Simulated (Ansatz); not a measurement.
System Sr4O3 (space group P-43m, No. 215); source of the atomic positions: the geometry relaxed with Ansatz, DFT PBE, scalar-relativistic, plane waves, PAW; the starting structure was generated, so it need not be a known form of this composition.

Space group P-43m (No. 215). a = 5.721 Å, b = 5.721 Å, c = 5.721 Å, α = 90.00°, β = 90.00°, γ = 90.00°

| atom | site | symmetry | x | y | z |
| --- | --- | --- | --- | --- | --- |
| Sr | 4e | .3m | 0.7632 | 0.7632 | 0.7632 |
| O | 3d | -42.m | 0.0000 | 0.0000 | 0.5000 |

Describe how the polyhedra about Sr are linked (bonds: O–Sr below 2.7 Å).

Sr: SrO3 triangle, sharing corners with nine neighbours.

They form a three-dimensional framework of corner-sharing triangles.

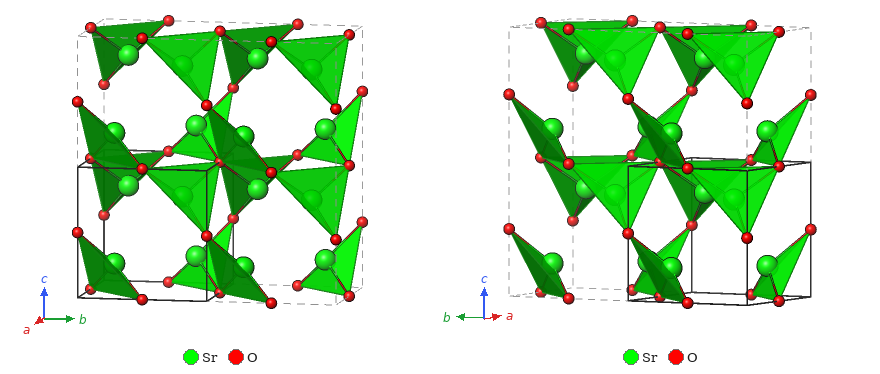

Polyhedra are drawn about Sr (bonds: O–Sr below 2.7 Å); other atoms are plain spheres. Two views of the same piece.
